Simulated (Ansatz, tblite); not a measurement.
# The cluster Ge₇S₆: spin-state energies by level

Aim: set other spin states of the cluster Ge₇S₆ against its singlet, on many levels of theory.

Computed with Ansatz 0.2.0, Gaussian basis. Level: as each input shows.

The runs, in order: triplet, at the geometry of the singlet (GFN1-xTB, GFN2-xTB, PBE-D4/def2-SVP, r2SCAN-D4/def2-SVP); the singlet's energies come from earlier runs.

11 further runs of the same task are left out: 10 that didn't finish, 1 set aside as unsound or not needed. Runs told in other sessions of the task aren't counted.

### 1 The relaxed structure

The singlet was relaxed beforehand with r2SCAN-D4/def2-SVP. At that level it is the lowest of the isomers that a small search found.

13 atoms, charge 0, spin multiplicity 1.

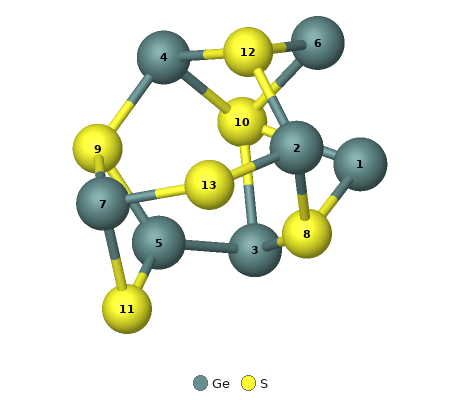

The structure; germanium teal, sulfur yellow; atoms are numbered from 1 in the order of the file.

### 2 Triplet at the fixed geometry, GFN1-xTB

Tight binding, by tblite at 300 K electronic temperature and without a spin-polarisation term:

```python
tblite.interface.Calculator('GFN1-xTB', numbers, positions, charge=0, uhf=2).singlepoint()
```

Energy -929.4481 eV; 0.084 s.

### 3 Triplet at the fixed geometry, GFN2-xTB

Tight binding, by tblite at 300 K electronic temperature and without a spin-polarisation term:

```python
tblite.interface.Calculator('GFN2-xTB', numbers, positions, charge=0, uhf=2).singlepoint()
```

Energy -911.7146 eV; 0.1 s.

### 4 Triplet at the fixed geometry, PBE-D4/def2-SVP

Input file in.yaml:

```yaml
crystal:
  periodic: [false, false, false]
  atoms:
    - {symbol: Ge, position_ang: [-1.299123, 2.854708, -0.537208]}
    - {symbol: Ge, position_ang: [0.307557, 0.024355, -2.397582]}
    - {symbol: Ge, position_ang: [-2.276780, 1.060176, 1.291471]}
    - {symbol: Ge, position_ang: [2.082002, 0.713743, 1.441394]}
    - {symbol: Ge, position_ang: [-1.073970, -1.190449, 1.230309]}
    - {symbol: Ge, position_ang: [1.252719, 3.062080, -0.345210]}
    - {symbol: Ge, position_ang: [0.709419, -3.319107, -0.233561]}
    - {symbol: S, position_ang: [-1.779531, 0.594417, -1.034103]}
    - {symbol: S, position_ang: [1.124301, -1.494945, 1.630353]}
    - {symbol: S, position_ang: [0.021781, 2.153870, 1.631281]}
    - {symbol: S, position_ang: [-1.654685, -3.114174, 0.482313]}
    - {symbol: S, position_ang: [2.044043, 0.878754, -0.932876]}
    - {symbol: S, position_ang: [0.542277, -2.223429, -2.226560]}
basis:
  gaussian: {orbitals: def2-SVP}
magnetization: {spin_polarized: true, initial_magnetization: 2}
hamiltonian: {xc: pbe, dispersion: d4}
scf: {omitted_lower_state_checks: [starts]}
output: {orbitals: {seedname: orbitals}}
```

Command:

```bash
$ ansatz run in.yaml --threads 4 --pin off --events-out ev --progress --plain --max-ram 6963MiB
```

Log:

```text
Functional definition: PBE
  name "PBE"
  cite "Perdew, Burke & Ernzerhof, Phys. Rev. Lett. 77, 3865 (1996) doi:10.1103/PhysRevLett.77.3865"
  parent pbe
  parameter kappa = 0.804
  parameter beta = 0.06672455060314922
  exchange = pbe_x(kappa = kappa, mu = beta*pi^2/3)
  correlation = pbe_c(beta = beta)
these checks for a lower state are left out or cut short: starts
3687 factors; their error is unknown
mean field evaluation 1: about -460487.9409 eV, gradient 3.7e1 eV
mean field evaluation 2: about -460421.3022 eV, gradient 9.9e1 eV
mean field evaluation 4: about -460491.4379 eV, gradient 1.3e1 eV
mean field evaluation 8: about -460492.6890 eV, gradient 1.6e0 eV
mean field evaluation 16: about -460492.3711 eV, gradient 3.3e-2 eV
mean field evaluation 32: about -460492.3711 eV, gradient 1.5e-5 eV
mean field -460492.37110319 eV, -16922.7825051023 hartree, gradient 6.5e-6 eV, S^2 2.007016; 0 other end points of the search recorded, 0 dependent functions left out
reference -460492.37114886 eV, -16922.7825067807 hartree; 161, 159 occupied and 171, 173 virtual orbitals, 3687 factors
Total energy: -460494.10679599 eV, -16922.8462906363 hartree
Checks for a lower state left out: starts
```

It took 64 s on 4 threads of Arm Neoverse N1, shared host; peak memory 1.4 GiB.

Report: HOMO -3.68 eV, LUMO -5.11 eV (over both spins; with the spin held, an empty level of the minority spin lies below the top filled one); ⟨S²⟩ 2.007 (pure: 2.00).

### 5 Triplet at the fixed geometry, r2SCAN-D4/def2-SVP

start.molden holds the orbitals of an earlier run on this state, given as this run's starting guess.

in.yaml: that of step 4 with these lines changed.

```diff
@@ -17,5 +17,5 @@
 basis:
-  gaussian: {orbitals: def2-SVP}
+  gaussian: {orbitals: def2-SVP, initial_orbitals: start.molden}
 magnetization: {spin_polarized: true, initial_magnetization: 2}
-hamiltonian: {xc: pbe, dispersion: d4}
+hamiltonian: {xc: r2scan, dispersion: d4}
 scf: {omitted_lower_state_checks: [starts]}
```

The command is unchanged.

Log:

```text
Functional definition: r2SCAN
  name "r2SCAN"
  cite "Furness, Kaplan, Ning, Perdew & Sun, J. Phys. Chem. Lett. 11, 8208 (2020) doi:10.1021/acs.jpclett.0c02405"
  cite "Furness, Kaplan, Ning, Perdew & Sun, J. Phys. Chem. Lett. 11, 9248 (2020) doi:10.1021/acs.jpclett.0c03077"
  parent r2scan
  parameter k0 = 0.174
  parameter k1 = 0.065
  parameter a1 = 4.9479
  exchange = r2scan_x(k0 = k0, k1 = k1, a1 = a1)
  correlation = r2scan_c
these checks for a lower state are left out or cut short: starts
3687 factors; their error is unknown
mean field evaluation 1: about -460574.1232 eV, gradient 9.8e0 eV
mean field evaluation 2: about -460574.3397 eV, gradient 2.9e-1 eV
mean field evaluation 4: about -460574.0099 eV, gradient 7.7e-2 eV
mean field evaluation 8: about -460574.0101 eV, gradient 1.6e-5 eV
mean field -460574.01009198 eV, -16925.7826826036 hartree, gradient 1.6e-5 eV, S^2 2.018841; 0 other end points of the search recorded, 0 dependent functions left out
reference -460574.01010834 eV, -16925.7826832047 hartree; 161, 159 occupied and 171, 173 virtual orbitals, 3687 factors
Total energy: -460574.42778256 eV, -16925.7980324492 hartree
Checks for a lower state left out: starts
```

Run time: 2.9 min. Hardware: 4 threads of Arm Neoverse N1, shared host; peak memory 1.6 GiB.

From the report: HOMO -3.94 eV, LUMO -5.15 eV (over both spins; with the spin held, an empty level of the minority spin lies below the top filled one); ⟨S²⟩ 2.019 (pure: 2.00).

### 6 Triplet less singlet, vertical

The singlet's energies are those of its earlier runs, whose logs aren't repeated here.

```csv
level,"triplet less singlet, vertical (kcal/mol)",time
GFN1-xTB,+37.8,0.16 s
GFN2-xTB,+37.2,0.18 s
PBE-D4/def2-SVP,+36.6,90 s
r2SCAN-D4/def2-SVP,+36.3,4 min
```

Times add the two runs; a level without a time comes out of a correlated run. Tight binding without a spin term can't rank spin states.

### 7 Results

| quantity | value |
| --- | --- |
| triplet less singlet, vertical, functionals in def2-SVP | +36.3 (r2SCAN-D4) to +36.6 kcal/mol (PBE-D4) |

**Reading.** All functionals put the triplet above the singlet, over a spread of 0.3 kcal/mol. The checks for a lower triplet were left out, so another state of that spin may lie lower. These are electronic energies, without zero-point motion, entropy or surroundings.
